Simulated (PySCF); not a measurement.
## Electronic structure of C$_{3}$H$_{9}$NSi$_{2}$ in real space

```tsv
atom	x (Å)	y (Å)	z (Å)
C	2.2918	-0.8819	-1.7608
C	1.4444	-0.4281	-1.0389
Si	0.0695	0.2176	0.0369
C	0.5063	-0.1430	1.8554
N	0.2119	1.9392	-0.1214
Si	-1.9501	-0.7480	-0.5913
H	3.0469	-1.2682	-2.3846
H	-0.2509	0.2490	2.5293
H	0.5802	-1.2118	2.0316
H	1.4569	0.3034	2.1296
H	0.1574	2.3574	-1.0356
H	-0.2310	2.5362	0.5576
H	-2.4398	-1.7329	0.3804
H	-1.8754	-1.4307	-1.8864
H	-3.0226	0.2497	-0.7238
```

Geometry: GFN2-xTB.

Level of theory: PySCF 2.14.0, PBE0/pcSseg-1, SCF density, gas phase, non-relativistic.

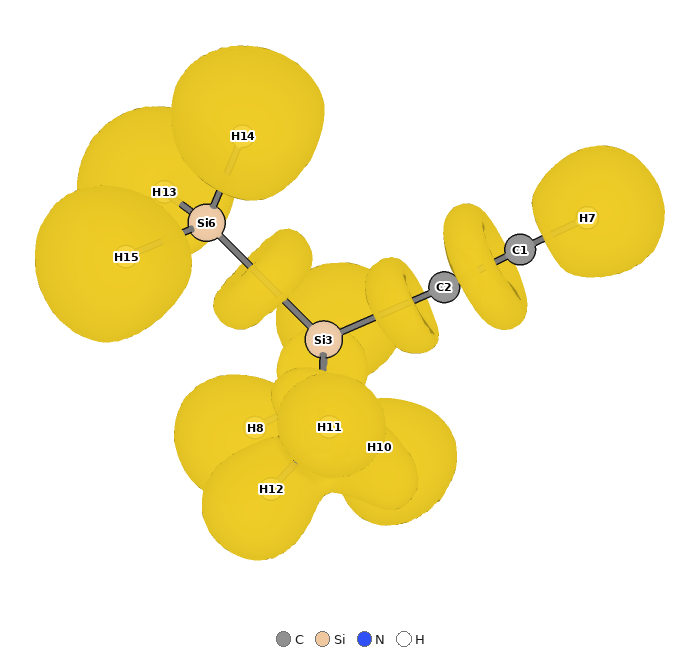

Figure 1. Isosurface of the electron localisation function at 0.8 (yellow), seen at a tilt. Core shells and regions of very low density are left out.

### Describe the localisation domains.

At this value the surface marks out one region between bonded C–C atoms (shared pairs), two regions between bonded C–Si atoms (shared pairs), one region between bonded Si–Si atoms (shared pairs), seven regions around hydrogen nuclei and one joined region spread over several atoms (H, N), in which their bonds and any lone pairs are merged. Profiles from the grid: C–C (1.20 Å): the ELF peaks at about 0.85 between the atoms (a short, multiple covalent bond). Si–N (1.73 Å): the ELF peaks at about 0.90 between the atoms, as expected for a shared but strongly polarised pair.

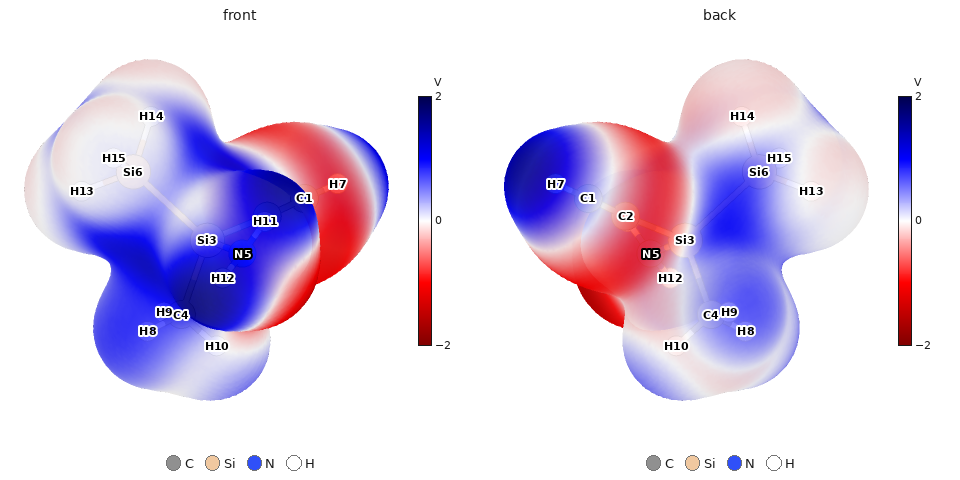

Figure 2. The electrostatic potential painted on the density surface at 0.002 e/bohr³, seen from the front and from behind; red is negative and blue positive.

### Where is the surface potential most negative and most positive?

The most negative region (about −1.5 V) lies over N5, the most positive (about +1.6 V) over H12. N5 is the likeliest acceptor of a hydrogen bond.

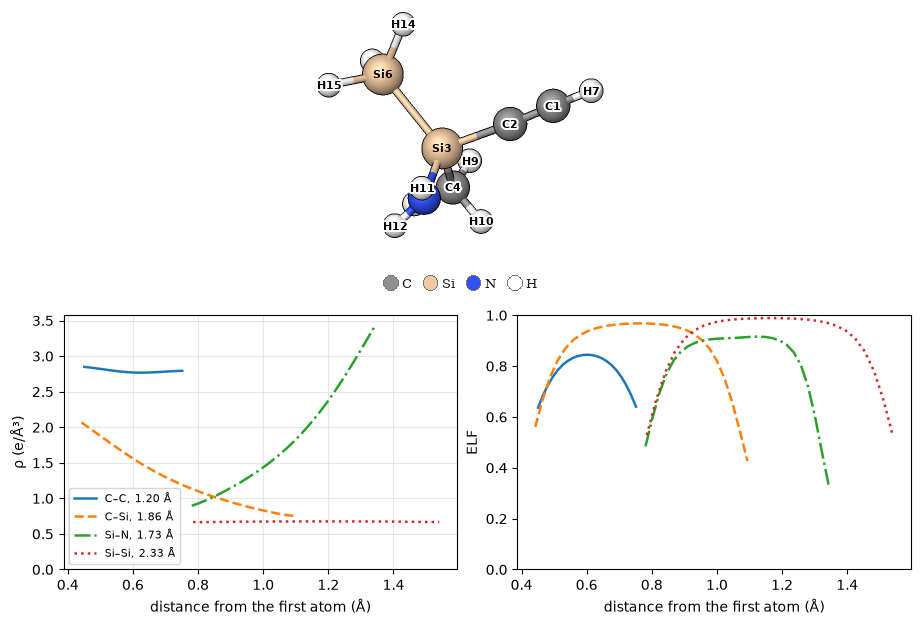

Figure 3. Electron density and electron localisation function along straight lines between neighbouring atoms. The curves leave out the atomic cores. The structure is drawn too.

### What can be read from the curves?

C–C (1.20 Å): ρ at the midpoint is about 2.8 e/Å³; the ELF peaks at about 0.85 between the atoms; a short, multiple covalent bond.
C–Si (1.86 Å): the density is about 0.91 e/Å³ at the midpoint; the ELF peaks at about 0.95 between the atoms; localised, covalent bonding.
Si–N (1.73 Å): ρ at the midpoint is about 1.1 e/Å³; the ELF peaks at about 0.90 between the atoms: a shared but strongly polarised pair.
Si–Si (2.33 Å): the density is about 0.68 e/Å³ at the midpoint; the ELF peaks at about 1 between the atoms (a shared electron pair).
